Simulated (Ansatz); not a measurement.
**C2F3N (SMILES N#CC(F)(F)F) at CCSD/cc-pVDZ**

Aim: the energy change on altering one bond length of C2F3N at CCSD/cc-pVDZ, from 2 runs. 

The calculation is run with Ansatz 0.2.0.

51 further runs of the same task are left out: 12 that didn't finish, 39 set aside as unsound or not needed.

## 1. The system as given

C2F3N: 6 atoms, total charge 0, spin state singlet. SMILES: `N#CC(F)(F)F`. Geometry: relaxed at PBE0-D4/def2-TZVP.

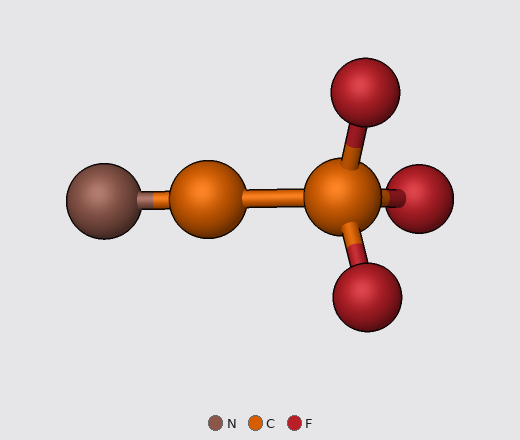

Viewed from a chosen angle; nitrogen brown, carbon orange, fluorine red.

## 2. A single-point energy at CCSD/cc-pVDZ

job.yaml reads:

```yaml
crystal:
  periodic: [false, false, false]
  atoms:
    - {symbol: "N", position_ang: [1.022100, -1.705100, 0.893500]}
    - {symbol: C, position_ang: [0.486200, -0.810600, 0.417800]}
    - {symbol: C, position_ang: [-0.206400, 0.345600, -0.197200]}
    - {symbol: F, position_ang: [-1.316000, -0.055800, -0.802300]}
    - {symbol: F, position_ang: [0.581500, 0.927000, -1.091500]}
    - {symbol: F, position_ang: [-0.525200, 1.234800, 0.733600]}
basis:
  gaussian: {orbitals: cc-pVDZ}
magnetization: {spin_polarized: false, initial_magnetization: 0}
correlation: {method: ccsd, frozen_orbitals: {C: 1, F: 1, "N": 1}}
accuracy: high
scf: {omitted_lower_state_checks: [cluster_reference, increment]}
```

Launch:

```sh
$ ansatz run job.yaml --threads 1 --pin off --max-ram 3480MiB --events-out events.jsonl --progress --plain --runs-dir runs
```

Log:

```text
Warning: RAYON_NUM_THREADS=1 ignored (pool sized by the plan → 1); use --threads N
Functional definition: HF
  name "HF"
  exchange = exact_x
  correlation = 0
these checks for a lower state are left out or cut short: cluster_reference, increment
1829 factors; integrals over basis functions are off by at most 2.6e-9 eV
mean field evaluation 1: about -11653.7403 eV, gradient 5.2e1 eV
mean field evaluation 2: about -11654.5062 eV, gradient 5.3e1 eV
mean field evaluation 4: about -11660.0419 eV, gradient 5.4e0 eV
mean field evaluation 8: about -11660.1599 eV, gradient 5.9e-1 eV
mean field evaluation 16: about -11660.1609 eV, gradient 1.1e-8 eV
mean field -11660.16088147 eV, -428.5030088531 hartree, gradient 8.0e-8 eV, S^2 0.000000; 0 other end points of the search recorded, 0 dependent functions left out
6 core orbitals not correlated: weight in the atoms' cores, before any rotation towards them, 1.000 or more for the frozen orbitals, at most 0.000 for the correlated occupied ones
reference -11660.16088147 eV, -428.5030088531 hartree; 17, 17 occupied and 61, 61 virtual orbitals, 1829 factors
second order -26.09280237 eV of doubles, -0.00000000 eV of singles
cycle   1  -25.60930108 eV  change    4.8e-1 eV  update   1.2e-1
cycle   2  -26.23737902 eV  change   -6.3e-1 eV  update   3.5e-2
cycle   3  -26.39474585 eV  change   -1.6e-1 eV  update   1.7e-2
cycle   4  -26.39058974 eV  change    4.2e-3 eV  update   4.3e-3
cycle   5  -26.39156810 eV  change   -9.8e-4 eV  update   2.0e-3
cycle   6  -26.39327052 eV  change   -1.7e-3 eV  update   4.8e-4
cycle   7  -26.39328548 eV  change   -1.5e-5 eV  update   1.6e-4
cycle   8  -26.39321189 eV  change    7.4e-5 eV  update   3.6e-5
cycle   9  -26.39321767 eV  change   -5.8e-6 eV  update   1.1e-5
cycle  10  -26.39322600 eV  change   -8.3e-6 eV  update   4.3e-6
cycle  11  -26.39322345 eV  change    2.5e-6 eV  update   1.2e-6
cycle  12  -26.39322461 eV  change   -1.2e-6 eV  update   4.5e-7
cycle  13  -26.39322518 eV  change   -5.7e-7 eV  update   1.4e-7
cycle  14  -26.39322525 eV  change   -7.0e-8 eV  update   5.8e-8
cycle  15  -26.39322527 eV  change   -2.1e-8 eV  update   3.1e-8
cycle  16  -26.39322527 eV  change    1.4e-9 eV  update   1.5e-7
cycle  17  -26.39322531 eV  change   -3.8e-8 eV  update   4.0e-8
cycle  18  -26.39322529 eV  change    1.4e-8 eV  update   1.3e-8
cycle  19  -26.39322529 eV  change    1.1e-9 eV  update   4.5e-9
cycle  20  -26.39322529 eV  change   7.2e-10 eV  update   1.3e-9
Total energy: -11686.55410676 eV, -429.4729419925 hartree
Checks for a lower state left out: cluster_reference, increment
```

It took 32 s on 1 thread of Arm Neoverse N1, shared host; peak memory 0.51 GiB.

## 3. The distorted shape, same level

job.yaml reads:

```yaml
crystal:
  periodic: [false, false, false]
  atoms:
    - {symbol: "N", position_ang: [0.391786, -2.170216, 1.608934]}
    - {symbol: C, position_ang: [-0.144114, -1.275716, 1.133234]}
    - {symbol: C, position_ang: [-0.836714, -0.119516, 0.518234]}
    - {symbol: F, position_ang: [-1.946314, -0.520916, -0.086866]}
    - {symbol: F, position_ang: [0.581500, 0.927000, -1.091500]}
    - {symbol: F, position_ang: [-1.155514, 0.769684, 1.449034]}
basis:
  gaussian: {orbitals: cc-pVDZ}
magnetization: {spin_polarized: false, initial_magnetization: 0}
correlation: {method: ccsd, frozen_orbitals: {C: 1, F: 1, "N": 1}}
accuracy: high
scf: {omitted_lower_state_checks: [cluster_reference, increment]}
```

Launch:

```sh
$ ansatz run job.yaml --threads 1 --pin off --max-ram 3480MiB --events-out events.jsonl --progress --plain --runs-dir runs
```

Log:

```text
Warning: RAYON_NUM_THREADS=1 ignored (pool sized by the plan → 1); use --threads N
[... 4 set-up lines as earlier in the session ...]
these checks for a lower state are left out or cut short: cluster_reference, increment
1772 factors; integrals over basis functions are off by at most 2.8e-9 eV
mean field evaluation 1: about -11643.4074 eV, gradient 6.4e1 eV
mean field evaluation 2: about -11644.0126 eV, gradient 6.5e1 eV
mean field evaluation 4: about -11653.5435 eV, gradient 1.1e1 eV
mean field evaluation 8: about -11653.9445 eV, gradient 1.7e0 eV
mean field evaluation 16: about -11653.9573 eV, gradient 1.6e-8 eV
mean field -11653.95728715 eV, -428.2750309670 hartree, gradient 2.5e-8 eV, S^2 0.000000; 0 other end points of the search recorded, 0 dependent functions left out; unrestricted orbitals would lower it
6 core orbitals not correlated: weight in the atoms' cores, before any rotation towards them, 1.000 or more for the frozen orbitals, at most 0.000 for the correlated occupied ones
reference -11653.95728715 eV, -428.2750309670 hartree; 17, 17 occupied and 61, 61 virtual orbitals, 1772 factors
second order -27.67232340 eV of doubles, -0.00000000 eV of singles
cycle   1  -26.50956782 eV  change    1.3e-1 eV  update   1.8e-1
cycle   2  -27.34633031 eV  change   -8.4e-1 eV  update   8.4e-2
cycle   3  -27.75907678 eV  change   -4.1e-1 eV  update   5.9e-2
cycle   4  -27.82596029 eV  change   -6.7e-2 eV  update   2.5e-2
cycle   5  -27.80705224 eV  change    1.9e-2 eV  update   1.3e-2
cycle   6  -27.82005483 eV  change   -1.3e-2 eV  update   4.8e-3
cycle   7  -27.82091887 eV  change   -8.6e-4 eV  update   2.0e-3
cycle   8  -27.81974096 eV  change    1.2e-3 eV  update   9.1e-4
cycle   9  -27.81988866 eV  change   -1.5e-4 eV  update   3.4e-4
cycle  10  -27.82037638 eV  change   -4.9e-4 eV  update   2.0e-4
cycle  11  -27.82009736 eV  change    2.8e-4 eV  update   1.5e-4
cycle  12  -27.82014470 eV  change   -4.7e-5 eV  update   1.2e-4
cycle  13  -27.82007943 eV  change    6.5e-5 eV  update   9.2e-5
cycle  14  -27.82009479 eV  change   -1.5e-5 eV  update   6.6e-5
cycle  15  -27.82017925 eV  change   -8.4e-5 eV  update   3.3e-5
cycle  16  -27.82019519 eV  change   -1.6e-5 eV  update   1.7e-5
cycle  17  -27.82018709 eV  change    8.1e-6 eV  update   8.3e-6
cycle  18  -27.82018505 eV  change    2.0e-6 eV  update   3.7e-6
cycle  19  -27.82018334 eV  change    1.7e-6 eV  update   2.3e-6
cycle  20  -27.82018540 eV  change   -2.1e-6 eV  update   1.1e-6
cycle  21  -27.82018679 eV  change   -1.4e-6 eV  update   6.2e-7
cycle  22  -27.82018711 eV  change   -3.1e-7 eV  update   2.1e-7
cycle  23  -27.82018702 eV  change    8.4e-8 eV  update   1.1e-7
cycle  24  -27.82018702 eV  change    5.3e-9 eV  update   6.4e-8
cycle  25  -27.82018732 eV  change   -3.0e-7 eV  update   3.4e-7
cycle  26  -27.82018700 eV  change    3.2e-7 eV  update   1.6e-7
cycle  27  -27.82018679 eV  change    2.1e-7 eV  update   7.9e-8
cycle  28  -27.82018673 eV  change    5.4e-8 eV  update   3.8e-8
cycle  29  -27.82018672 eV  change    1.2e-8 eV  update   2.1e-8
cycle  30  -27.82018672 eV  change    4.5e-9 eV  update   1.6e-8
cycle  31  -27.82018672 eV  change   -5.5e-9 eV  update   1.3e-8
cycle  32  -27.82018672 eV  change   -2.2e-9 eV  update   9.3e-9
cycle  33  -27.82018672 eV  change   5.5e-10 eV  update   5.3e-9
cycle  34  -27.82018672 eV  change   8.6e-11 eV  update   2.2e-9
WARN: these amplitudes may be one of several solutions (largest doubles amplitude 0.30, level shift 1.70 eV)
Total energy: -11681.77747388 eV, -429.2974039719 hartree
Checks for a lower state left out: cluster_reference, increment
```

It took 50 s on 1 thread of Arm Neoverse N1, shared host; peak memory 0.5 GiB.

## 4. Results

Level: CCSD/cc-pVDZ, 6 core orbitals frozen.

| quantity | value |
| --- | --- |
| first shape: total energy | -429.47294 Eh |
| first shape: correlation energy (6 core orbitals frozen) | -969.9 mEh |
| first shape: T1 diagnostic | 0.013 |
| distorted shape: total energy | -429.29740 Eh |
| distorted shape: correlation energy (6 core orbitals frozen) | -1022.4 mEh |
| distorted shape: T1 diagnostic | 0.031 |
| energy change with the C3–F5 bond stretched from 1.326 to 2.387 Å | 4.777 eV |

In words: One bond (distorted shape) is far stretched, which a spin-restricted single reference describes badly; a broken-symmetry solution may lie lower. With the C3–F5 bond stretched from 1.326 to 2.387 Å the energy rises by 4.78 eV (461 kJ/mol). The first shape isn't relaxed at this level, so the change isn't measured from a minimum. A restricted reference can't describe the breaking bond well at this length. The T1 diagnostic (distorted shape) of 0.031 is above the customary mark for such species, so a single reference may not serve. The restricted solution (distorted shape) is unstable to spin breaking: an unrestricted one lies lower.
